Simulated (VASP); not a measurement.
Band structure of NbC (space group Fm-3m). Calculation: PBE GGA, VASP's PBE PAW potentials (set 64) (plane waves; VASP 6.6.1).

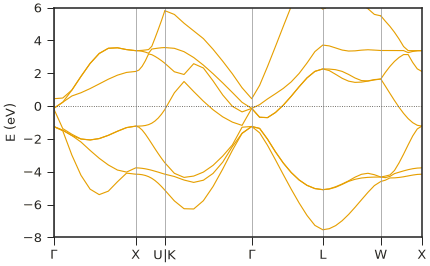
*Bands along high-symmetry lines, zero at the valence-band maximum or, without a gap, the Fermi level*

Read the plot: is there a gap, and where are the band edges?

It has no gap at this level: it comes out as a metal or semimetal.

The structure comes from a computed database's NbC entry; how it stands against other phases isn't given here. The cell was not relaxed at this level. The electron count is odd and the run is not spin-polarised, which forces a metal.
